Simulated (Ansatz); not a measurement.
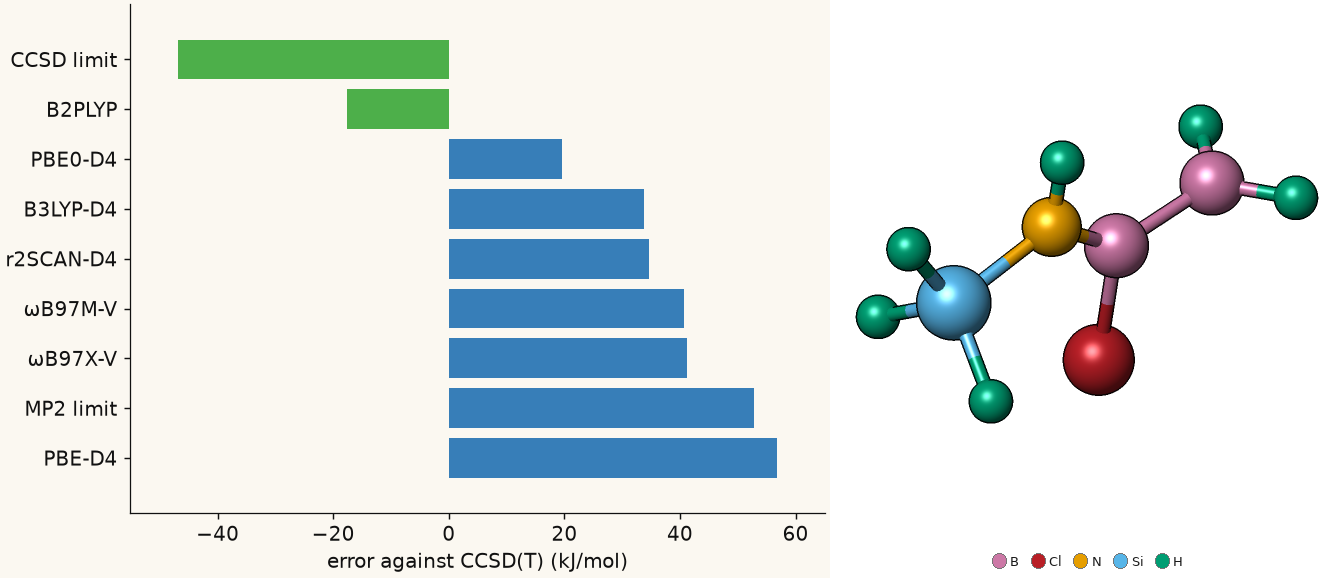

Error in the electronic atomisation energy (method less reference, so positive means overbinding) of B₂SiNH₆Cl, SMILES BB(Cl)N[SiH3]: functionals in def2-TZVPP against frozen-core CCSD(T) at the limit (MP2 extrapolated from triple and quadruple zeta, plus CCSD(T) less MP2 in a smaller set), which gives 3759.3 kJ/mol, at a PBE0-D4/def2-TZVP geometry (no frequency check), no zero-point or spin-orbit term, the Ansatz code. The reference leaves out core correlation, a term that grows with the number of heavy atoms. B2PLYP holds a correlation term that converges slowly with the basis, so part of the distance to the limit is basis error. No dispersion term is added to B2PLYP. Limit means the basis limit.

### What range do the values span?

From −46.9 kJ/mol (CCSD limit) to 56.8 kJ/mol (PBE-D4).

### Which of these levels overbind, and which underbind?

Overbind: B3LYP-D4, r2SCAN-D4, ωB97M-V, ωB97X-V, MP2 limit and PBE-D4. Underbind: CCSD limit. Within 25 kJ/mol of zero, too close to call in view of what the reference leaves out: B2PLYP and PBE0-D4.

Limits of at least one run: one conformer of a flexible molecule.
